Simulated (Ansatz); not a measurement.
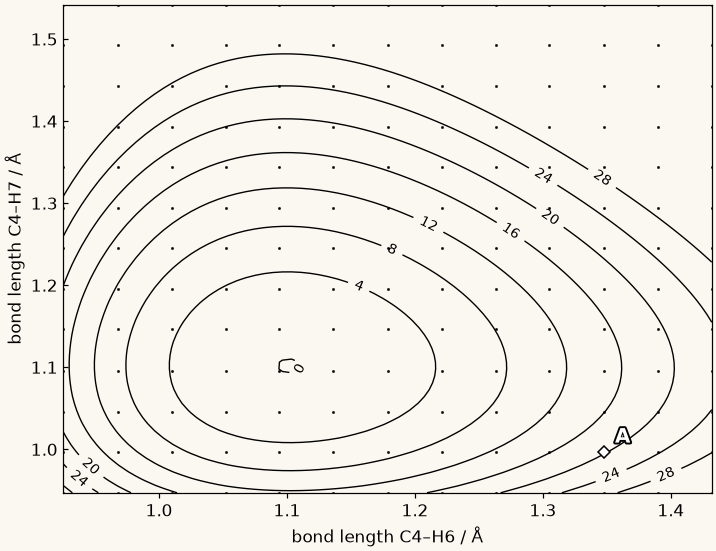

C₃H₃I, SMILES IC1=CC1. The first coordinate is: bond length C4–H6; the second: bond length C4–H7. Nothing is relaxed (all other coordinates rigid). The grid has 13 × 13 points. Points are written as (first, second). Energies are in kcal/mol, from the lowest grid point. Theory: RKS PBE0-D4/def2-SVP (Ansatz).

In the figure: contour lines labelled in kcal/mol (none above 28), dots at the grid points, the point A. Between grid points the surface is interpolated.

### Which way does the force act at A, and how strong is it?

A, at (1.348 Å, 0.997 Å), is not a stationary point. The computed force is 94 kcal/mol for each Å towards smaller values of bond length C4–H6 and 108 kcal/mol for each Å towards larger values of bond length C4–H7.
